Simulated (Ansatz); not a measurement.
H4O4Zr

```xyz
9

Zr    0.0000    0.0000    0.0000
O    -0.4409    0.2211    1.8745
H    -0.6652    0.3282    2.8062
O     1.9112    0.2116   -0.2436
H     2.8615    0.3217   -0.3642
O    -0.9367    1.3364   -1.0456
H    -1.3993    2.0010   -1.5692
O    -0.5336   -1.7691   -0.5852
H    -0.7971   -2.6509   -0.8729
```

Geometry: PBE-D4/def2-SVP; core potentials replace the inner electrons of Zr.

Theory: Ansatz 0.2.0, RKS PBE0-D4/def2-TZVP.

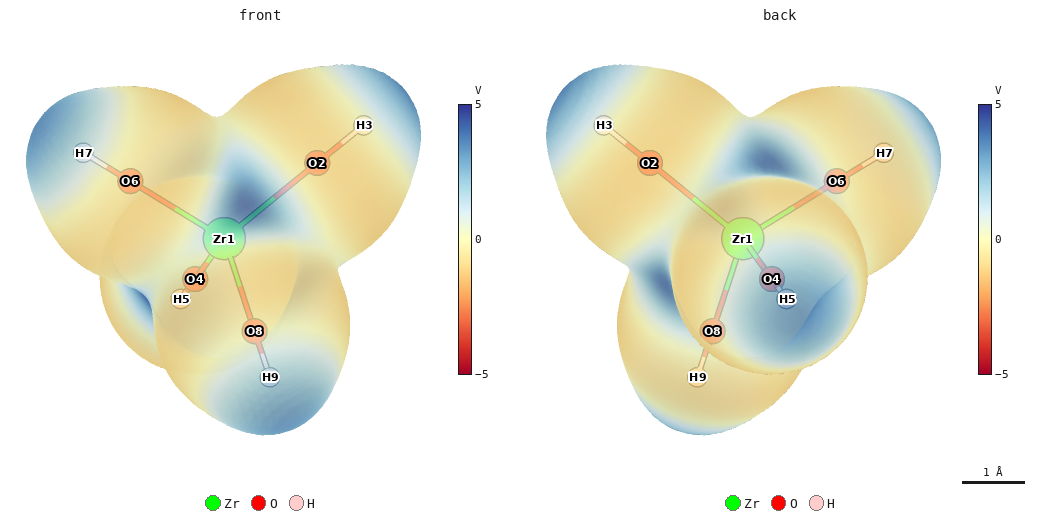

Figure 1. The electrostatic potential painted on the density surface at 0.004 e/bohr³, seen from the front and from behind; red is negative and blue positive.

### Which sites attract a positive test charge, and which a negative one?

A positive charge is drawn to the negative regions and a negative charge to the positive ones. The most negative region (about −1.1 V) lies over O2, O4, O6 and O8, the most positive (about +4.0 V) over Zr1.

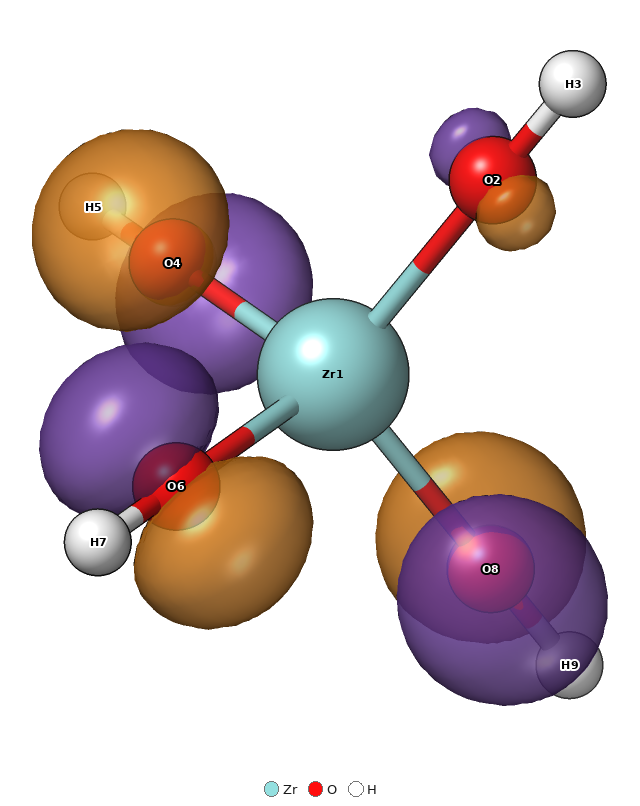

Figure 2. The HOMO at ±0.15 Å⁻³ᐟ² (orange and purple are the two phases), seen from one side.

### What is the character of this orbital?

It lies mainly on O8 (about 30 %), O4 (about 30 %) and O6 (about 25 %); largely a combination of lone pairs on O8, O4 and O6. It is one of a degenerate set, so its orientation is arbitrary. Its energy is −8.44 eV.

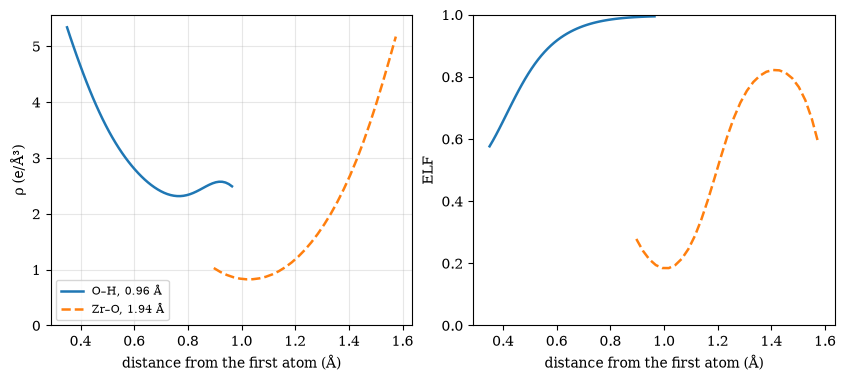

Figure 3. Electron density and electron localisation function along straight lines between neighbouring atoms. The curves leave out the atomic cores.

### Compare the contacts.

O–H (0.96 Å): ρ is about 3.7 e/Å³ halfway; the ELF climbs to about 1 towards the hydrogen, as it does in any bond to H; a covalent bond by its length.
Zr–O (1.94 Å): the density is about 0.87 e/Å³ at the midpoint; the ELF peaks at about 0.80 in the valence shell of O, 0.5 Å from its nucleus, and drops to about 0.20 between the two atoms.
